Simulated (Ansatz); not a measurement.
# InF (SMILES [F][In]) at CCSD(T)/def2-TZVPP (core potential)

Aim: the vertical singlet–triplet gap of InF at CCSD(T)/def2-TZVPP (core potential), from 2 runs. 

The calculation is run with Ansatz 0.2.0.

36 further runs of the same task are left out: 36 set aside as unsound or not needed.

**1. The structure to begin with**

The species is InF (2 atoms), meant as a singlet with charge 0. As SMILES, `[F][In]`. Geometry: relaxed at PBE0-D4/def2-TZVP.

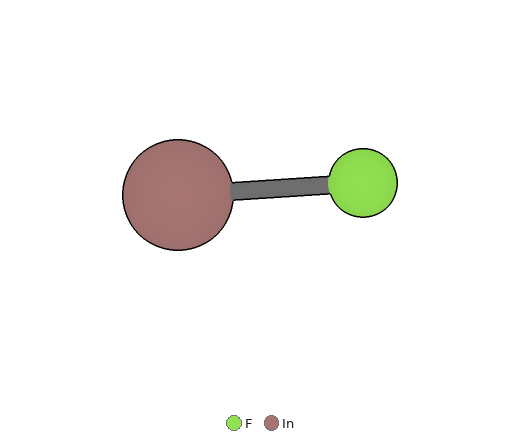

The structure, seen from a chosen angle (fluorine green, indium brown).

**2. The energy at CCSD(T)/def2-TZVPP (core potential)**

Input file molecule.yaml:

```yaml
crystal:
  periodic: [false, false, false]
  atoms:
    - {symbol: F, position_ang: [0.000000, 0.000000, 0.015910]}
    - {symbol: In, position_ang: [-0.000000, -0.000000, 2.009580]}
basis:
  gaussian:
    orbitals: def2-TZVPP
accuracy: high
correlation:
  method: ccsd_t
  frozen_orbitals: {F: 1, In: 4}
scf:
  omitted_lower_state_checks: [cluster_reference, increment]
```

Run with:

```
$ ansatz run molecule.yaml --threads 1 --pin off --max-ram 3480MiB --events-out events.jsonl --progress --plain --runs-dir runs
```

Output:

```text
Warning: RAYON_NUM_THREADS=1 ignored (pool sized by the plan → 1); use --threads N
Functional definition: HF
  name "HF"
  exchange = exact_x
  correlation = 0
these checks for a lower state are left out or cut short: cluster_reference, increment
1346 factors; integrals over basis functions are off by at most 3.4e-9 eV
mean field evaluation 1: about -7854.9598 eV, gradient 3.7e1 eV
mean field evaluation 2: about -7854.9627 eV, gradient 3.7e1 eV
mean field evaluation 4: about -7857.4290 eV, gradient 2.0e0 eV
mean field evaluation 8: about -7857.4493 eV, gradient 2.2e-1 eV
mean field -7857.44958627 eV, -288.7559463247 hartree, gradient 3.3e-8 eV, S^2 0.000000; 0 other end points of the search recorded, 0 dependent functions left out
5 core orbitals not correlated: weight in the atoms' cores, before any rotation towards them, 1.000 or more for the frozen orbitals, at most 0.000 for the correlated occupied ones
reference -7857.44958627 eV, -288.7559463247 hartree; 10, 10 occupied and 66, 66 virtual orbitals, 1346 factors
second order -14.22992721 eV of doubles, -0.00000000 eV of singles
cycle   1  -13.60617842 eV  change    6.2e-1 eV  update   1.1e-1
cycle   2  -13.93900150 eV  change   -3.3e-1 eV  update   3.9e-2
cycle   3  -14.02234848 eV  change   -8.3e-2 eV  update   2.2e-2
cycle   4  -14.01480604 eV  change    7.5e-3 eV  update   6.2e-3
cycle   5  -14.01111724 eV  change    3.7e-3 eV  update   2.6e-3
cycle   6  -14.01135285 eV  change   -2.4e-4 eV  update   1.1e-3
cycle   7  -14.01158534 eV  change   -2.3e-4 eV  update   4.2e-4
cycle   8  -14.01148305 eV  change    1.0e-4 eV  update   1.3e-4
cycle   9  -14.01146688 eV  change    1.6e-5 eV  update   3.8e-5
cycle  10  -14.01149806 eV  change   -3.1e-5 eV  update   1.4e-5
cycle  11  -14.01148146 eV  change    1.7e-5 eV  update   6.3e-6
cycle  12  -14.01148317 eV  change   -1.7e-6 eV  update   2.7e-6
cycle  13  -14.01148368 eV  change   -5.1e-7 eV  update   7.9e-7
cycle  14  -14.01148351 eV  change    1.7e-7 eV  update   2.6e-7
cycle  15  -14.01148377 eV  change   -2.5e-7 eV  update   8.1e-8
cycle  16  -14.01148386 eV  change   -9.4e-8 eV  update   3.4e-8
cycle  17  -14.01148291 eV  change    9.5e-7 eV  update   1.1e-7
cycle  18  -14.01148298 eV  change   -6.7e-8 eV  update   3.3e-8
cycle  19  -14.01148292 eV  change    5.5e-8 eV  update   1.4e-8
cycle  20  -14.01148291 eV  change    1.1e-8 eV  update   4.8e-9
cycle  21  -14.01148291 eV  change   -1.9e-9 eV  update   1.6e-9
cycle  22  -14.01148291 eV  change  -8.4e-10 eV  update  6.6e-10
perturbative correction -0.41411857 eV, -0.0152185768 hartree
Total energy: -7871.87518776 eV, -289.2860774014 hartree
Checks for a lower state left out: cluster_reference, increment
```

It took 6.6 s on 1 thread of Arm Neoverse V1, shared host; peak memory 0.34 GiB.

**3. The triplet at the same level**

Edit molecule.yaml of step 2 so:

```diff
@@ -8,3 +8,5 @@
     orbitals: def2-TZVPP
-accuracy: high
+magnetization:
+  spin_polarized: true
+  initial_magnetization: 2
 correlation:
@@ -12,2 +14,3 @@
   frozen_orbitals: {F: 1, In: 4}
+accuracy: high
 scf:
```

Run with:

```
$ ansatz run molecule.yaml --threads 1 --pin off --max-ram 3480MiB --events-out events.jsonl --progress --plain --runs-dir runs
```

Output:

```text
Warning: RAYON_NUM_THREADS=1 ignored (pool sized by the plan → 1); use --threads N
[... 4 set-up lines as earlier in the session ...]
these checks for a lower state are left out or cut short: cluster_reference, increment
1346 factors; integrals over basis functions are off by at most 3.4e-9 eV
mean field evaluation 1: about -7852.3092 eV, gradient 2.1e1 eV
mean field evaluation 2: about -7852.3123 eV, gradient 2.1e1 eV
mean field evaluation 4: about -7854.4900 eV, gradient 2.5e0 eV
mean field evaluation 8: about -7854.6621 eV, gradient 1.7e-1 eV
mean field evaluation 16: about -7847.0152 eV, gradient 3.3e1 eV
mean field evaluation 32: about -7851.9254 eV, gradient 4.8e-5 eV
mean field evaluation 64: about -7854.6333 eV, gradient 1.2e0 eV
mean field evaluation 96: about -7853.5497 eV, gradient 1.8e1 eV
mean field -7854.66073789 eV, -288.6534580373 hartree, gradient 2.2e-8 eV, S^2 2.006296; 8 other end points of the search recorded, 0 dependent functions left out
5 core orbitals not correlated: weight in the atoms' cores, before any rotation towards them, 1.000 or more for the frozen orbitals, at most 0.000 for the correlated occupied ones
reference -7854.66073789 eV, -288.6534580373 hartree; 11, 9 occupied and 65, 67 virtual orbitals, 1346 factors
second order -13.14022348 eV of doubles, -0.00000000 eV of singles
cycle   1  -12.65244085 eV  change    4.9e-1 eV  update   1.1e-1
cycle   2  -12.94980108 eV  change   -3.0e-1 eV  update   3.9e-2
cycle   3  -13.03895393 eV  change   -8.9e-2 eV  update   2.7e-2
cycle   4  -13.04131438 eV  change   -2.4e-3 eV  update   1.2e-2
cycle   5  -13.03718198 eV  change    4.1e-3 eV  update   6.1e-3
cycle   6  -13.04090184 eV  change   -3.7e-3 eV  update   2.9e-3
cycle   7  -13.04239491 eV  change   -1.5e-3 eV  update   1.1e-3
cycle   8  -13.04231235 eV  change    8.3e-5 eV  update   5.0e-4
cycle   9  -13.04228656 eV  change    2.6e-5 eV  update   2.1e-4
cycle  10  -13.04234860 eV  change   -6.2e-5 eV  update   6.8e-5
cycle  11  -13.04229382 eV  change    5.5e-5 eV  update   2.6e-5
cycle  12  -13.04231413 eV  change   -2.0e-5 eV  update   1.1e-5
cycle  13  -13.04231507 eV  change   -9.5e-7 eV  update   4.8e-6
cycle  14  -13.04231611 eV  change   -1.0e-6 eV  update   2.0e-6
cycle  15  -13.04231780 eV  change   -1.7e-6 eV  update   7.8e-7
cycle  16  -13.04231786 eV  change   -5.5e-8 eV  update   2.6e-7
cycle  17  -13.04231781 eV  change    4.7e-8 eV  update   1.4e-7
cycle  18  -13.04231779 eV  change    1.9e-8 eV  update   4.8e-8
cycle  19  -13.04231779 eV  change    6.9e-9 eV  update   2.6e-8
cycle  20  -13.04231759 eV  change    2.0e-7 eV  update   6.3e-8
cycle  21  -13.04231762 eV  change   -3.3e-8 eV  update   2.0e-8
cycle  22  -13.04231762 eV  change   -1.4e-9 eV  update   9.1e-9
cycle  23  -13.04231762 eV  change   -1.0e-9 eV  update   4.4e-9
cycle  24  -13.04231763 eV  change   -3.7e-9 eV  update   1.6e-9
cycle  25  -13.04231763 eV  change  -6.0e-10 eV  update  7.1e-10
perturbative correction -0.37630317 eV, -0.0138288864 hartree
Total energy: -7868.07935869 eV, -289.1465832562 hartree
Checks for a lower state left out: cluster_reference, increment
```

Run time: 26 s. Hardware: 1 thread of Arm Neoverse V1, shared host; peak memory 0.6 GiB.

**4. Results**

At CCSD(T)/def2-TZVPP (core potential), 5 core orbitals frozen:

```
                                            quantity          value
                               singlet: total energy  -289.28608 Eh
singlet: correlation energy (5 core orbitals frozen)     -530.1 mEh
                             singlet: (T) correction     -15.22 mEh
                              singlet: T1 diagnostic          0.018
                               triplet: total energy  -289.14658 Eh
triplet: correlation energy (5 core orbitals frozen)     -493.1 mEh
                             triplet: (T) correction     -13.83 mEh
          triplet: ⟨S²⟩ of the reference determinant          2.006
                              triplet: T1 diagnostic          0.022
    vertical energy of the triplet above the singlet       3.796 eV
```

What this shows: At this shape the triplet lies 3.80 eV (366 kJ/mol) above the singlet. The triples (singlet) make up 2.9 % of the correlation energy. The triples (triplet) make up 2.8 % of the correlation energy.
